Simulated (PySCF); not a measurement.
## Frequency calculation of TiF3

- system: TiF3, multiplicity 2
- method: UKS-based B3LYP, Ti def2-SVP, F def2-SVP; non-relativistic Hamiltonian; density fitting (PySCF 2.14.0)

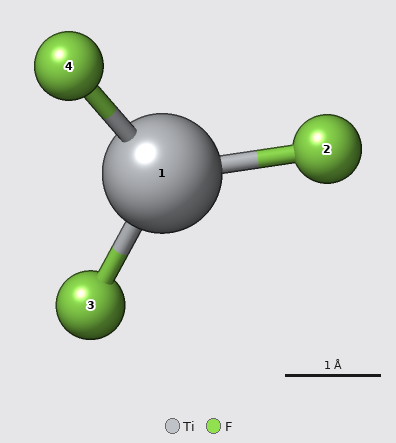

Figure 1. The structure (ball-and-stick view, seen at a tilt; atoms are numbered from 1 in the order of the input). Sticks mark near contacts. Bond lengths as drawn: F–Ti 1.76 Å.

## Summary

```tsv
quantity	value
outcome	converged
total energy	−1148.866971 hartree
⟨S²⟩	0.752
zero-point energy	0.006159 hartree
dipole moment	0.00 D
wavenumbers, lowest and highest	60 and 805 cm⁻¹
hardware	2 threads of Arm Neoverse N1, 98 GiB of memory available, shared host
wall time	37 s (CPU time 64 s)
peak memory	0.87 GiB
```

## The input
```python
from pyscf import gto, scf, dft
mol = gto.M(atom='''
Ti    -0.000000     0.000000    -0.000000
F     -0.001057     0.000000     1.761265
F      1.525828     0.000000    -0.879717
F     -1.524771     0.000000    -0.881548''',
    basis={'Ti': 'def2-SVP', 'F': 'def2-SVP'},
    charge=0, spin=1)
mf = dft.UKS(mol, xc='B3LYP')
mf.grids.atom_grid = (75, 302)
aux = {'Ti': 'def2-universal-JKFIT', 'F': 'def2-universal-JKFIT'}
mf = mf.density_fit(auxbasis=aux)
mf.conv_tol = 1e-09
mf.diis_space = 10
mf.max_cycle = 60
mf.verbose = 4
mf.kernel()
```

The script is an equivalent of the set-up of the self-consistent field. The run itself was carried out by a driver, which started from the orbitals of the step before it where there was one and computed the further properties.

Run as:
```bash
OMP_NUM_THREADS=2 python axn.py task.json out
```

## Log
```
init E= -1148.86697124288
  alpha nocc = 25  HOMO = -0.244286857621417  LUMO = -0.0832538574344645
  beta  nocc = 24  HOMO = -0.411113694236704  LUMO = -0.0987878204537593
  HOMO = -0.244286857621  LUMO = -0.0987878204538  gap/eV = 3.95923
cycle= 1 E= -1148.86697124283  delta_E= 4.23e-11  |g|= 9.86e-06  |ddm|= 9.1e-06
  alpha nocc = 25  HOMO = -0.244282863251938  LUMO = -0.0832493052630556
  beta  nocc = 24  HOMO = -0.411115634047426  LUMO = -0.098784432781168
  HOMO = -0.244282863252  LUMO = -0.0987844327812  gap/eV = 3.95921
Extra cycle  E= -1148.86697124262  delta_E= 2.16e-10  |g|= 2.54e-05  |ddm|= 2.14e-05
converged SCF energy = -1148.86697124262  <S^2> = 0.75198299  2S+1 = 2.001982
```

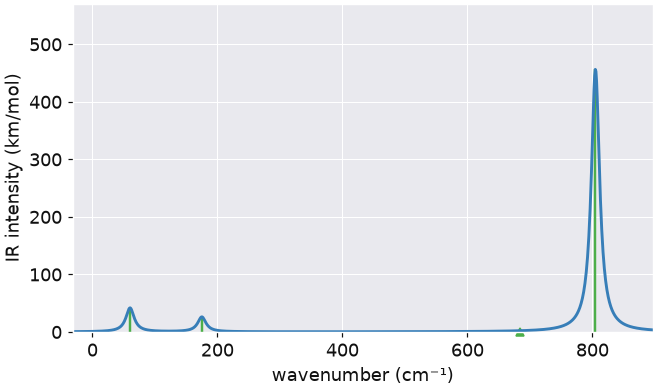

Figure 2. Harmonic infrared spectrum, unscaled: sticks (degenerate modes added up, dark ones marked on the axis) with a Lorentzian envelope of 16 cm⁻¹ full width, scaled to the tallest stick. 6 modes from 60 to 805 cm⁻¹, none imaginary. The strongest line is at 805 cm⁻¹ (456 km/mol). All modes, in cm⁻¹ (km/mol): 60 (42), 175 (12.9), 175 (12.9), 684 (0.0), 805 (228), 805 (228).

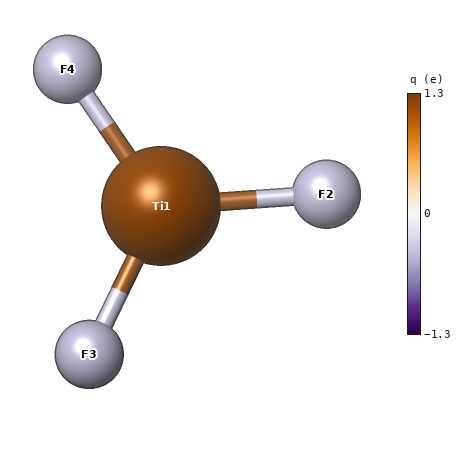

Figure 3. Mulliken charges, as the colour of each atom (ball-and-stick view, seen on its broad side; atoms are numbered from 1 in the order of the input). By element: Ti +1.20 and F −0.40 e.
